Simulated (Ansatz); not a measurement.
# BSiH3 (SMILES B[SiH]) at UBCCD(T)/STO-3G

What is the energy change on altering one bond length of BSiH3 at UBCCD(T)/STO-3G? 

Program for the calculation: Ansatz 0.2.0.

43 further runs of the same task are left out: 43 set aside as unsound or not needed.

## Step 1: The molecule

BSiH3: 5 atoms, total charge 0, spin state triplet. SMILES: `B[SiH]`. Geometry: relaxed at GFN2-xTB.

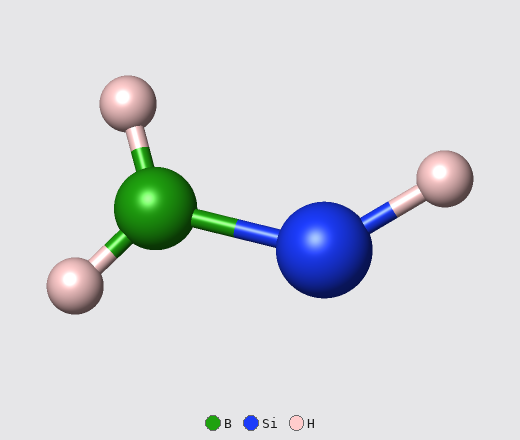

The structure, seen from a chosen angle (boron green, silicon blue, hydrogen pink).

## Step 2: The energy at UBCCD(T)/STO-3G

Contents of job.yaml:

```yaml
crystal:
  periodic: [false, false, false]
  atoms:
    - {symbol: B, position_ang: [-0.206730, -0.708170, 0.126670]}
    - {symbol: Si, position_ang: [0.760780, 0.829450, -0.350440]}
    - {symbol: H, position_ang: [-1.303690, -0.620750, 0.549520]}
    - {symbol: H, position_ang: [0.263590, -1.779740, 0.010050]}
    - {symbol: H, position_ang: [0.486040, 2.279200, -0.335800]}
basis:
  gaussian:
    orbitals: STO-3G
magnetization:
  spin_polarized: true
  initial_magnetization: 2
correlation:
  method: bccd_t
  frozen_orbitals: {B: 1, H: 0, Si: 5}
accuracy: high
scf:
  omitted_lower_state_checks: [cluster_reference, increment]
```

Run with:

```bash
$ ansatz run job.yaml --threads 1 --pin off --max-ram 2610MiB --events-out events.jsonl --progress --plain --runs-dir runs
```

Log (excerpt; [...] marks lines left out):

```text
Warning: RAYON_NUM_THREADS=1 ignored (pool sized by the plan → 1); use --threads N
Functional definition: HF
  name "HF"
[...]
287 factors; integrals over basis functions are off by at most 1.2e-8 eV
[...]
mean field -8478.91470062 eV, -311.5943680329 hartree, gradient 2.3e-8 eV, S^2 2.003686; 0 other end points of the search recorded, 0 dependent functions left out
6 core orbitals not correlated: weight in the atoms' cores, before any rotation towards them, 0.999 or more for the frozen orbitals, at most 0.000 for the correlated occupied ones
reference -8478.91470062 eV, -311.5943680329 hartree; 6, 4 occupied and 5, 7 virtual orbitals, 287 factors
second order -1.58295046 eV of doubles, -0.00000000 eV of singles
cycle   1  -2.03304457 eV  change   -4.5e-1 eV  update   6.2e-2
[...]
cycle  21  -2.30523759 eV  change   1.4e-10 eV  update   1.0e-9
perturbative correction -0.03037696 eV, -0.0011163325 hartree
Total energy: -8481.25031516 eV, -311.6802002844 hartree
Checks for a lower state left out: cluster_reference, increment
```

Run time: 0.27 s. Hardware: 1 thread of Arm Neoverse V1, shared host.

## Step 3: The distorted shape, same level

Contents of input.yaml:

```yaml
basis:
  gaussian:
    orbitals: STO-3G
crystal:
  periodic: [false, false, false]
  atoms:
    - {symbol: B, position_ang: [0.067506, -0.730025, 0.020959]}
    - {symbol: Si, position_ang: [1.035016, 0.807595, -0.456151]}
    - {symbol: H, position_ang: [-1.303690, -0.620750, 0.549520]}
    - {symbol: H, position_ang: [0.537826, -1.801595, -0.095661]}
    - {symbol: H, position_ang: [0.760276, 2.257345, -0.441511]}
magnetization:
  spin_polarized: true
  initial_magnetization: 2
correlation:
  method: bccd_t
  frozen_orbitals: {B: 1, H: 0, Si: 5}
accuracy: high
scf:
  omitted_lower_state_checks: [cluster_reference, increment]
```

Run with:

```bash
$ ansatz run input.yaml --threads 1 --pin off --max-ram 2610MiB --events-out events.jsonl --progress --plain --runs-dir runs
```

Log (excerpt; [...] marks lines left out):

```text
Warning: RAYON_NUM_THREADS=1 ignored (pool sized by the plan → 1); use --threads N
[... 2 set-up lines as earlier in the session ...]
[...]
287 factors; integrals over basis functions are off by at most 1.1e-8 eV
[...]
mean field -8477.76984219 eV, -311.5522952616 hartree, gradient 2.6e-8 eV, S^2 2.004386; 0 other end points of the search recorded, 0 dependent functions left out
6 core orbitals not correlated: weight in the atoms' cores, before any rotation towards them, 0.999 or more for the frozen orbitals, at most 0.000 for the correlated occupied ones
reference -8477.76984219 eV, -311.5522952616 hartree; 6, 4 occupied and 5, 7 virtual orbitals, 287 factors
second order -1.77771767 eV of doubles, -0.00000000 eV of singles
cycle   1  -2.29050934 eV  change   -5.1e-1 eV  update   6.9e-2
[...]
cycle  23  -2.61708939 eV  change  -3.4e-10 eV  update  8.3e-10
perturbative correction -0.03775949 eV, -0.0013876358 hartree
Total energy: -8480.42469107 eV, -311.6498591584 hartree
Checks for a lower state left out: cluster_reference, increment
```

It took 0.28 s on 1 thread of Arm Neoverse V1, shared host.

## Step 4: Outcome

Level: UBCCD(T)/STO-3G, 6 core orbitals frozen.

| quantity | value |
| --- | --- |
| first shape: total energy | -311.68020 Eh |
| first shape: correlation energy (6 core orbitals frozen) | -85.8 mEh |
| first shape: (T) correction | -1.12 mEh |
| first shape: ⟨S²⟩ of the reference determinant | 2.004 |
| distorted shape: total energy | -311.64986 Eh |
| distorted shape: correlation energy (6 core orbitals frozen) | -97.6 mEh |
| distorted shape: (T) correction | -1.39 mEh |
| distorted shape: ⟨S²⟩ of the reference determinant | 2.004 |
| energy change with the B1–H3 bond stretched from 1.179 to 1.474 Å | 0.826 eV |

**Reading.** With the B1–H3 bond stretched from 1.179 to 1.474 Å the energy rises by 0.83 eV (19.0 kcal/mol). The first shape isn't relaxed at this level, so the change isn't measured from a minimum. The minimal basis adds a large error of its own. The triples (first shape) make up 1.3 % of the correlation energy. The triples (distorted shape) make up 1.4 % of the correlation energy.
